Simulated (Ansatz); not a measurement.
## Run report: HfH5O4F, nudged elastic band (part 2 of 2)

Continued. System: HfH5O4F. Method: RKS PBE0-D4/def2-SVP (Ansatz 0.2.0). It belongs to a series of runs on one base structure; here: band between the two ends.

Geometry of the input (Å):
```
Hf -0.0725  -0.0381  0.1329
O  -0.0666  0.1483  2.1869
H  -0.4498  -0.2894  2.9477
O  1.5960  -0.4914  -0.7194
H  2.4661  -0.4711  -1.1103
O  -1.1185  1.2492  -0.8438
H  -1.5141  1.9752  -1.3191
O  -1.1045  -1.6647  0.0359
H  -1.5311  -2.4568  -0.2811
F  1.0716  1.7885  1.1293
H  0.6914  1.2907  1.9260
```

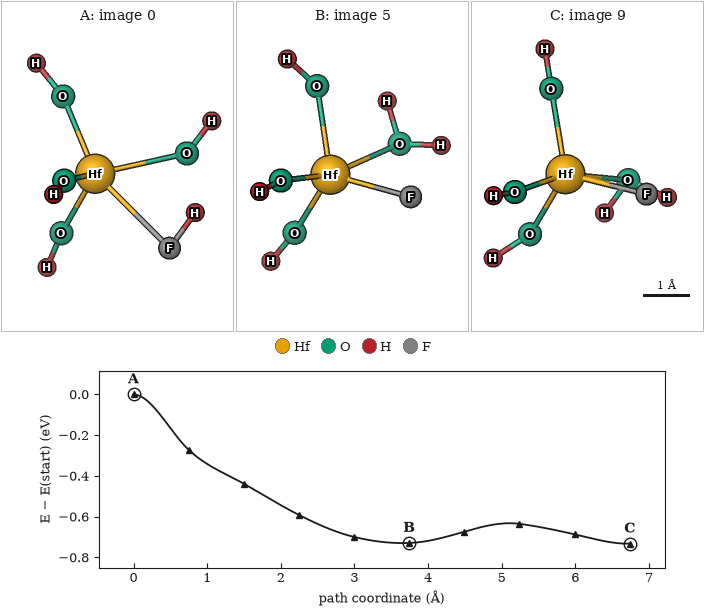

Fig. 1: Images of the last band (counted from 0; ball-and-stick, seen at a tilt) above the energy along the path; the line is a cubic interpolation that uses the forces. No image lies above both ends; the end is 0.732 eV below the start. A local maximum stands at image 7, −0.635 eV from the start. The path is 6.74 Å long. The band converged in 35 iterations.

```
Total energy: -12280.67627725 eV, -451.3065290476 hartree
Atom 0 at    -0.072513    -0.038130     0.132949 Å, force    -0.007482    -0.014539    -0.001702 eV/Å
Atom 1 at    -0.066585     0.148328     2.186890 Å, force    -0.012575    -0.001381     0.013072 eV/Å
Atom 2 at    -0.449778    -0.289425     2.947658 Å, force     0.008203    -0.000284    -0.006545 eV/Å
Atom 3 at     1.595966    -0.491411    -0.719372 Å, force     0.022765     0.000982     0.000185 eV/Å
Atom 4 at     2.466068    -0.471142    -1.110284 Å, force    -0.021481     0.003096     0.003382 eV/Å
Atom 5 at    -1.118544     1.249214    -0.843845 Å, force    -0.013912     0.021439    -0.002309 eV/Å
Atom 6 at    -1.514140     1.975173    -1.319102 Å, force     0.015604    -0.016955     0.004956 eV/Å
Atom 7 at    -1.104535    -1.664738     0.035899 Å, force     0.005052     0.003982    -0.011854 eV/Å
Atom 8 at    -1.531120    -2.456819    -0.281143 Å, force     0.001014     0.003609     0.009395 eV/Å
Atom 9 at     1.071647     1.788482     1.129306 Å, force     0.008727     0.008459    -0.015812 eV/Å
Atom 10 at     0.691434     1.290667     1.926044 Å, force    -0.005914    -0.008410     0.007231 eV/Å
Dipole moment:    -0.146266    -0.184806     0.051313 e Å
this run last wrote the band of iteration 35 to [file]
```

The last band as extended XYZ (Å, eV, eV/Å):
```
11
Properties=species:S:1:pos:R:3:forces:R:3 image=0 energy=-12280.67621
Hf   -0.0725   -0.0381    0.1329   -0.0075  -0.0145  -0.0017
O    -0.0666    0.1483    2.1869   -0.0126  -0.0014   0.0131
H    -0.4498   -0.2894    2.9477    0.0082  -0.0003  -0.0065
O     1.5960   -0.4914   -0.7194    0.0228   0.0010   0.0002
H     2.4661   -0.4711   -1.1103   -0.0215   0.0031   0.0034
O    -1.1185    1.2492   -0.8438   -0.0139   0.0214  -0.0023
H    -1.5141    1.9752   -1.3191    0.0156  -0.0170   0.0050
O    -1.1045   -1.6647    0.0359    0.0051   0.0040  -0.0119
H    -1.5311   -2.4568   -0.2811    0.0010   0.0036   0.0094
F     1.0716    1.7885    1.1293    0.0087   0.0085  -0.0158
H     0.6914    1.2907    1.9260   -0.0059  -0.0084   0.0072
11
Properties=species:S:1:pos:R:3:forces:R:3 image=1 energy=-12280.94800
Hf    0.0259    0.0896    0.0303    0.0658   0.0819  -0.0633
O    -0.0037    0.1040    2.2632    0.0397  -0.0317   0.0465
H    -0.4821   -0.1761    3.0457   -0.0209   0.0629   0.0604
O     1.6079   -0.5420   -0.8786    0.0076  -0.0301  -0.1000
H     2.4957   -0.4102   -1.2037    0.0179   0.0404  -0.0600
O    -1.1637    1.2226   -0.9785   -0.0297  -0.0118  -0.0812
H    -1.4661    2.0089   -1.4251    0.0320   0.0289  -0.0593
O    -1.0305   -1.5531    0.1406    0.0420   0.0687   0.0599
H    -1.4717   -2.3593   -0.1190    0.0344   0.0643   0.0935
F     0.9933    1.6743    0.9186   -0.0495  -0.0744  -0.1286
H     0.4630    0.9815    2.2916   -0.1393  -0.1991   0.2320
11
Properties=species:S:1:pos:R:3:forces:R:3 image=2 energy=-12281.11428
Hf    0.0631    0.1593    0.0184    0.0038   0.0210  -0.0107
O    -0.2744    0.3052    2.2811   -0.0816   0.0530   0.0049
H    -0.5129   -0.3451    2.9485   -0.0069  -0.0633  -0.0313
O     1.5173   -0.5729   -1.0434   -0.0268  -0.0016  -0.0491
H     2.4096   -0.3756   -1.3284   -0.0286   0.0106  -0.0431
O    -1.1517    1.2189   -1.0411    0.0104   0.0070  -0.0133
H    -1.4526    1.9172   -1.6173    0.0036  -0.0206  -0.0503
O    -0.9220   -1.5094    0.4372    0.0318   0.0128   0.0839
H    -1.2978   -2.2509   -0.0393    0.0483   0.0377   0.0143
F     1.1924    1.5619    0.8796    0.0641  -0.0381  -0.0013
H     0.3970    0.9317    2.5896   -0.0179  -0.0186   0.0959
11
Properties=species:S:1:pos:R:3:forces:R:3 image=3 energy=-12281.26751
Hf    0.1129    0.2213    0.0454    0.0132   0.0210   0.0103
O    -0.4846    0.4930    2.2848   -0.0520   0.0455   0.0026
H    -0.6740   -0.3588    2.7007   -0.0407  -0.0113  -0.0645
O     1.3979   -0.5270   -1.2013   -0.0304   0.0157  -0.0473
H     2.3104   -0.4977   -1.4873   -0.0234  -0.0231  -0.0390
O    -1.1244    1.3149   -0.9549    0.0064   0.0246   0.0224
H    -1.4641    1.8265   -1.6855   -0.0076  -0.0197  -0.0107
O    -0.7835   -1.4656    0.6197    0.0385   0.0077   0.0448
H    -1.0501   -2.2187    0.0866    0.0661   0.0067   0.0274
F     1.4381    1.3562    0.9729    0.0595  -0.0520   0.0244
H     0.2892    0.8960    2.7038   -0.0295  -0.0151   0.0296
11
Properties=species:S:1:pos:R:3:forces:R:3 image=4 energy=-12281.37533
Hf    0.2018    0.2557    0.0649    0.0097  -0.0052   0.0062
O    -0.6447    0.6119    2.2327   -0.0221   0.0201  -0.0107
H    -0.8702   -0.3052    2.4605   -0.0207   0.0074  -0.0254
O     1.3389   -0.4790   -1.3163   -0.0048   0.0235  -0.0106
H     2.1756   -0.6471   -1.7452   -0.0198  -0.0277  -0.0316
O    -1.0482    1.4147   -0.8486    0.0130   0.0050   0.0042
H    -1.4781    1.8153   -1.6011   -0.0068   0.0041   0.0148
O    -0.6300   -1.4391    0.7252    0.0207   0.0047   0.0183
H    -0.7741   -2.2582    0.2457    0.0352  -0.0037   0.0143
F     1.5996    1.1836    1.0796    0.0191  -0.0185   0.0130
H     0.0973    0.8876    2.7876   -0.0235  -0.0098   0.0075
11
Properties=species:S:1:pos:R:3:forces:R:3 image=5 energy=-12281.40504
Hf    0.3009    0.2293    0.0754   -0.0104  -0.0119   0.0049
O    -0.7722    0.6630    2.1523    0.0000   0.0021  -0.0203
H    -1.0291   -0.2611    2.3157    0.0064  -0.0209   0.0092
O     1.3503   -0.5118   -1.3643    0.0064   0.0213  -0.0020
H     1.9359   -0.6993   -2.0933   -0.0016  -0.0206   0.0083
O    -0.9050    1.4690   -0.7784    0.0148   0.0059  -0.0246
H    -1.4597    1.9998   -1.3429   -0.0191   0.0028   0.0101
O    -0.5178   -1.4587    0.7735    0.0014   0.0098  -0.0138
H    -0.5185   -2.3232    0.3559   -0.0072   0.0058   0.0114
F     1.6987    1.0352    1.1711    0.0000   0.0075   0.0107
H    -0.1156    0.8982    2.8199    0.0093  -0.0017   0.0060
11
Properties=species:S:1:pos:R:3:forces:R:3 image=6 energy=-12281.34958
Hf    0.3079    0.1422    0.1053   -0.0078   0.0221  -0.0155
O    -0.6705    0.7271    2.1784   -0.0218   0.0493  -0.0213
H    -1.3000    0.1134    2.5736    0.0324  -0.0759   0.0124
O     1.3487   -0.3913   -1.4280    0.0036  -0.0137   0.0084
H     1.9645   -0.5502   -2.1383    0.0027  -0.0105   0.0054
O    -0.9411    1.4271   -0.6451    0.0094   0.0085  -0.0319
H    -1.3632    1.8431   -1.3932   -0.0127   0.0167  -0.0190
O    -0.5357   -1.5723    0.6094   -0.0130   0.0175   0.0275
H    -0.6170   -2.4045    0.1390    0.0015   0.0193   0.0156
F     1.7384    0.8165    1.2673   -0.0073   0.0096   0.0049
H     0.0360    0.8892    2.8166    0.0131  -0.0429   0.0136
11
Properties=species:S:1:pos:R:3:forces:R:3 image=7 energy=-12281.31125
Hf    0.3369    0.0345    0.1470    0.0004  -0.0021  -0.0013
O    -0.5572    0.4580    2.2824    0.0085  -0.0155   0.0048
H    -1.4928    0.5712    2.4811   -0.0055   0.0372  -0.0155
O     1.3321   -0.3520   -1.4594    0.0010   0.0092  -0.0013
H     1.9785   -0.5150   -2.1412   -0.0035   0.0080  -0.0033
O    -0.9243    1.4170   -0.4490    0.0041  -0.0059   0.0113
H    -1.2017    1.8043   -1.2800   -0.0001  -0.0068   0.0135
O    -0.5445   -1.6908    0.4689    0.0027  -0.0116  -0.0097
H    -0.6957   -2.4931   -0.0313    0.0016  -0.0123   0.0018
F     1.7885    0.6912    1.2901   -0.0002  -0.0109  -0.0016
H    -0.0520    1.1148    2.7763   -0.0090   0.0107   0.0012
11
Properties=species:S:1:pos:R:3:forces:R:3 image=8 energy=-12281.36262
Hf    0.3415   -0.0485    0.1719    0.0060   0.0021   0.0119
O    -0.6711    0.4733    2.2578   -0.0127   0.0003   0.0010
H    -1.4402    1.0460    2.1443    0.0107   0.0562  -0.0432
O     1.3550   -0.2208   -1.4600    0.0054   0.0139   0.0008
H     1.9768   -0.3945   -2.1618   -0.0055   0.0242  -0.0101
O    -0.9224    1.3980   -0.3058   -0.0099  -0.0051   0.0158
H    -1.1260    1.7906   -1.1574   -0.0019  -0.0082   0.0146
O    -0.5015   -1.7844    0.3502    0.0143  -0.0203   0.0036
H    -0.8064   -2.6453    0.0753   -0.0065  -0.0207   0.0095
F     1.7768    0.4509    1.4110   -0.0035  -0.0254   0.0045
H    -0.0145    0.9749    2.7597    0.0036  -0.0169  -0.0085
11
Properties=species:S:1:pos:R:3:forces:R:3 image=9 energy=-12281.40846
Hf    0.3735   -0.1186    0.1716   -0.0010  -0.0007   0.0009
O    -0.7967    0.4793    2.1591   -0.0022   0.0004  -0.0023
H    -1.2565    1.2339    1.7498    0.0009  -0.0018   0.0026
O     1.3720   -0.1100   -1.4789    0.0044  -0.0044  -0.0023
H     1.9404   -0.2255   -2.2357   -0.0041   0.0033   0.0017
O    -0.8916    1.3846   -0.2043    0.0011   0.0000  -0.0013
H    -1.0500    1.8319   -1.0386    0.0003  -0.0001  -0.0001
O    -0.4017   -1.8821    0.2842   -0.0151  -0.0169   0.0085
H    -0.9350   -2.6616    0.4159    0.0154   0.0200  -0.0067
F     1.7787    0.2653    1.4689   -0.0005   0.0002  -0.0006
H    -0.1651    0.8428    2.7931    0.0007   0.0001  -0.0005
```

Summary:

| quantity | value |
| --- | --- |
| outcome | converged |
| barrier, forward | 0.000 eV |
| barrier, backward | 0.732 eV |
| wall time | 12 min (CPU time 45 min) |
| peak memory | 0.33 GiB |

Notes:

The order of the saddle point was not checked.
